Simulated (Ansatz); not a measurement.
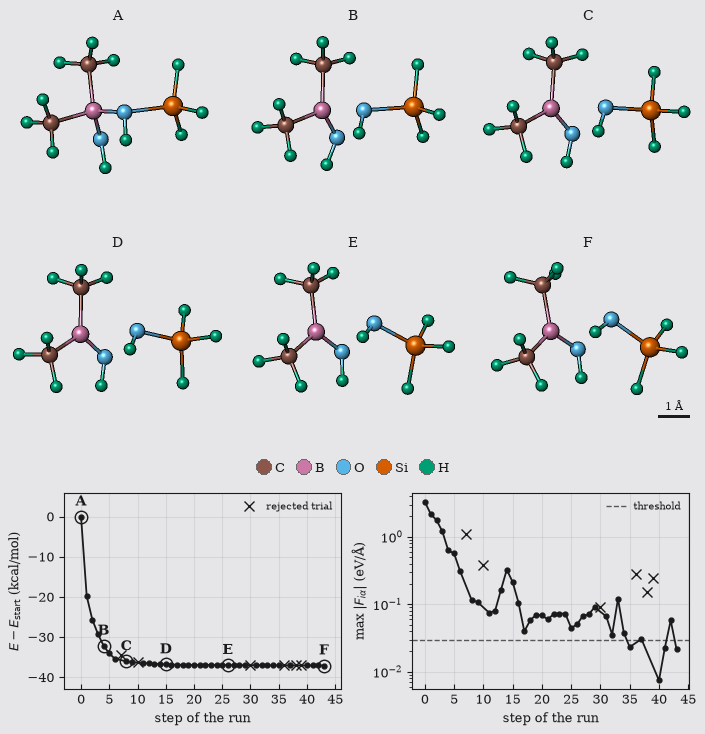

Frames of a relaxation of C2H11BO2Si (coarse preliminary run), marked on the history of the run. A ball-and-stick model, seen at a tilt.

The start comes from a force field.

Theory: RKS PBE-D4/def2-SVP (Ansatz). Set-up: force threshold 0.03 eV/Å; at most 200 steps.

Question: Describe the path.

Answer: An H atom moves most after the best rigid fit: 1.44 Å. By element the largest moves are H 1.44 Å, O 0.92 Å, B 0.75 Å, Si 0.63 Å, C 0.60 Å. Near-neighbour distances that change, for instance: B–O 1.486 → 2.847 Å, B–Si 2.691 → 3.626 Å, B–C 1.669 → 1.578 Å, H–Si 1.451 → 1.508 Å. Bonds break, among them: B–O (1.49 → 2.85 Å). Among the angles between lasting bonds that change: C–B–C 106.9° → 122.3°, C–B–O 105.6° → 120.7°, Si–O–H 101.3° → 115.5°. Over 37 accepted moves (43 points after the start) the energy falls by 37.1 kcal/mol. Largest force component: 3.3 eV/Å at the start, 0.022 eV/Å at the end. The line search rejected the trial steps at points 7, 10, 30, 36, 38, 39 of the run. The forces were under the threshold at step 35, but the run went on from there. From step 0 to 4: an H atom moves most (0.56 Å), energy −32.1 kcal/mol. From step 4 to 8: an H atom moves most (0.44 Å), energy −3.88 kcal/mol. From step 8 to 15: an H atom moves most (0.49 Å), energy −0.77 kcal/mol. From step 15 to 26: H atoms move most (0.44 Å), energy −0.16 kcal/mol. From step 26 to 43: an H atom moves most (0.51 Å), energy −0.11 kcal/mol.
